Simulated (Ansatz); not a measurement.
# CF3 (trifluoromethyl radical): the energy, rung by rung

CF3: 4 atoms, total charge 0, spin state doublet. SMILES: `F[C](F)F`. Geometry: optimised at PBE0/def2-SVP.

```csv
atom,x (Å),y (Å),z (Å)
F,-1.2258,0.0247,0.2647
C,-0.0393,-0.0592,-0.2854
F,0.6579,-1.0435,0.2267
F,0.6072,1.0780,-0.2059
```

Each level gives the adiabatic electron affinity (to the singlet anion, shapes relaxed at PBE0/def2-SVP, no zero-point term) (eV). The values are calculated.

The electron affinity is E(neutral) − E(anion): positive where the electron is bound.

```json
{"level": "UHF/def2-TZVPP", "kind": "Hartree–Fock", "program": "Ansatz", "value (eV)": "0.08", "less CCSD(T)/def2-TZVPP": "-1.27"}
{"level": "UBLYP/def2-TZVPP", "kind": "GGA", "program": "Ansatz", "value (eV)": "1.46", "less CCSD(T)/def2-TZVPP": "+0.11"}
{"level": "U-r2SCAN/def2-TZVPP", "kind": "meta-GGA", "program": "Ansatz", "value (eV)": "1.21", "less CCSD(T)/def2-TZVPP": "-0.14"}
{"level": "UB3LYP/def2-TZVPP", "kind": "global hybrid", "program": "Ansatz", "value (eV)": "1.50", "less CCSD(T)/def2-TZVPP": "+0.15"}
{"level": "U-wB97M-V/def2-TZVPP", "kind": "range-separated hybrid", "program": "Ansatz", "value (eV)": "1.53", "less CCSD(T)/def2-TZVPP": "+0.18"}
{"level": "UCAM-B3LYP/def2-TZVPP", "kind": "range-separated hybrid", "program": "Ansatz", "value (eV)": "1.49", "less CCSD(T)/def2-TZVPP": "+0.14"}
{"level": "UB2PLYP/def2-TZVPP", "kind": "double hybrid", "program": "Ansatz", "value (eV)": "1.38", "less CCSD(T)/def2-TZVPP": "+0.03"}
{"level": "RPA@PBE/def2-TZVPP", "kind": "RPA", "program": "Ansatz", "value (eV)": "1.69", "less CCSD(T)/def2-TZVPP": "+0.34"}
{"level": "UCCSD(T)/def2-TZVPP", "kind": "coupled cluster or CI", "program": "Ansatz", "value (eV)": "1.35", "less CCSD(T)/def2-TZVPP": "0.00"}
```

UCCSD(T)/def2-TZVPP is the highest level here, not the true value. Sets without diffuse functions describe the anion poorly, and affinities from them come out too low, at high levels too. The values span 0.08 to 1.69 eV.

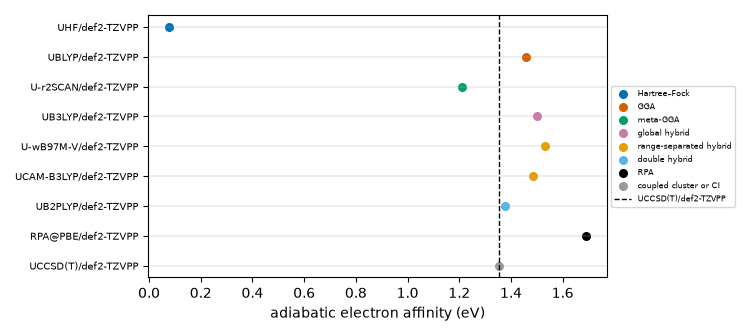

The values of the table, level by level.
